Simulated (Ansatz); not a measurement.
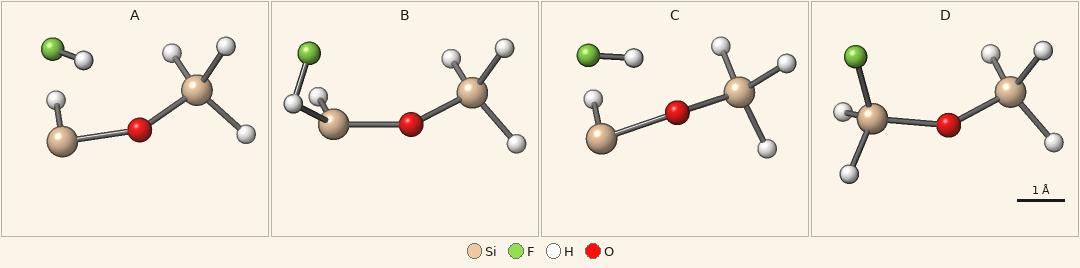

4 geometries from a converged minimum-energy path of Si₂H₅OF, shuffled. The picture is a ball-and-stick view, seen at a tilt.

Theory: RKS PBE0-D4/6-31G* in Ansatz 0.2.0. Settings: 5 movable images; climbing image; force threshold 0.03 eV/Å; iteration limit 60; starting path through a guess of the saddle point.

Q: One of them is the converged climbing image. Which?

A: B. In order along the path, whose images run from 0 to 6: D (image 0, 0.0 kJ/mol), B (image 3, +370.1 kJ/mol), A (image 5, +331.1 kJ/mol), C (image 6, +325.5 kJ/mol). Breaking: F–Si (1.61 → 2.16 Å), H–Si (1.48 → 2.21 Å). Forming: F–H (2.50 → 0.97 Å).

Cost: 6.1 min on 1 thread of Arm Neoverse V2 (shared host), peak memory 0.17 GiB.
